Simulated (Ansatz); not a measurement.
**PO (SMILES O=[P]): FCI/STO-3G**

Aim: the electronic atomisation energy of PO at FCI/STO-3G, from 3 runs. 

The results are computed with Ansatz 0.2.0.

36 further runs of the same task are left out: 5 that didn't finish, 31 set aside as unsound or not needed.

### Step 1. Starting point

PO has 2 atoms, charge 0, and is taken as a doublet. SMILES: `O=[P]`. The coordinates come from a PBE0-D4/def2-TZVP relaxation.

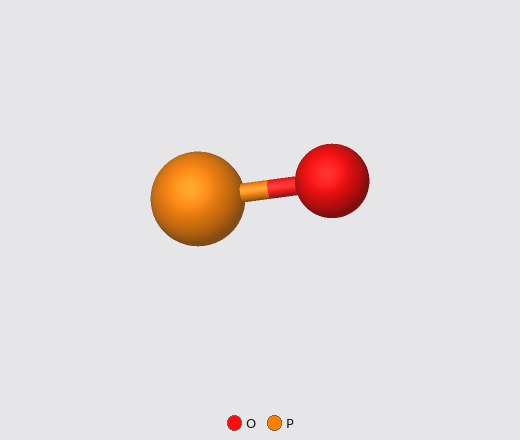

The structure, seen from a chosen angle (oxygen red, phosphorus orange).

### Step 2. The energy at FCI/STO-3G

Input file molecule.yaml:

```yaml
crystal:
  periodic: [false, false, false]
  atoms:
    - symbol: O
      position_ang: [0.000000, -0.000000, -0.009450]
    - symbol: P
      position_ang: [-0.000000, 0.000000, 1.464540]
basis:
  gaussian:
    orbitals: STO-3G
magnetization:
  spin_polarized: true
  initial_magnetization: 1
correlation:
  method: fci
  frozen_orbitals: {O: 1, P: 5}
accuracy: high
```

The run is started by

```console
$ ansatz run molecule.yaml --threads 1 --pin off --max-ram 3480MiB --events-out events.jsonl --progress --plain --runs-dir runs
```

What it wrote, cut to the lines that bear on the results:

```text
Warning: RAYON_NUM_THREADS=1 ignored (pool sized by the plan → 1); use --threads N
Functional definition: HF
  name "HF"
[...]
224 factors; integrals over basis functions are off by at most 1.2e-8 eV
[...]
mean field -11175.64303633 eV, -410.6973064623 hartree, gradient 7.7e-8 eV, S^2 1.306091; 8 other end points of the search recorded, 0 dependent functions left out
determinant -11175.64303633 eV, -410.6973064623 hartree, with singles and doubles -11178.44010037 eV, -410.8000966696 hartree
determinant -11175.29301967 eV, -410.6844435872 hartree, with singles and doubles -11178.34397885 eV, -410.7965642690 hartree
determinant -11175.64303633 eV, -410.6973064623 hartree, with singles and doubles -11178.47343121 eV, -410.8013215557 hartree
determinant -11175.29301967 eV, -410.6844435872 hartree, with singles and doubles -11178.38721446 eV, -410.7981531483 hartree
6 core orbitals not correlated: weight in the atoms' cores, before any rotation towards them, 1.000 or more for the frozen orbitals, at most 0.000 for the correlated occupied ones
reference -11174.90893633 eV, -410.6703287847 hartree; 6, 5 occupied and 2, 3 virtual orbitals, 224 factors
state -11178.57011394 eV, -410.8048745802 hartree
Total energy: -11178.57011394 eV, -410.8048745802 hartree
```

Run time: 0.4 s. Hardware: 1 thread of Intel Xeon Platinum 8488C (Sapphire Rapids), shared host.

### Step 3. The O atom at the same level

Input file job.yaml:

```yaml
basis:
  gaussian:
    orbitals: STO-3G
crystal:
  periodic: [false, false, false]
  atoms:
    - {symbol: O, position_ang: [0.000000, 0.000000, 0.000000]}
magnetization:
  spin_polarized: true
  initial_magnetization: 2
accuracy: high
correlation:
  method: fci
  frozen_orbitals: {O: 1}
```

Run the same way, it converges to -73.80415 Eh (log not shown).

### Step 4. The P atom

Input file in.yaml:

```yaml
crystal:
  periodic: [false, false, false]
  atoms:
    - symbol: P
      position_ang: [0.000000, 0.000000, 0.000000]
basis:
  gaussian:
    orbitals: STO-3G
magnetization:
  spin_polarized: true
  initial_magnetization: 3
correlation:
  method: fci
  frozen_orbitals: {P: 5}
accuracy: high
```

Run the same way, it converges to -336.86877 Eh (log not shown).

### Step 5. What came out

At FCI/STO-3G, 6 core orbitals frozen:

| quantity | value |
| --- | --- |
| molecule: total energy | -410.80487 Eh |
| molecule: correlation energy (6 core orbitals frozen) | -134.5 mEh |
| O atom: total energy | -73.80415 Eh |
| O atom: correlation energy (1 core orbital frozen) | 0.0 mEh |
| P atom: total energy | -336.86877 Eh |
| P atom: correlation energy (5 core orbitals frozen) | 0.0 mEh |
| electronic atomisation energy | 3.591 eV |

Taking the molecule apart into free atoms costs 3.59 eV (346 kJ/mol), before zero-point energy and without spin-orbit coupling. In a minimal basis such a difference can be off by several eV, whatever the method.
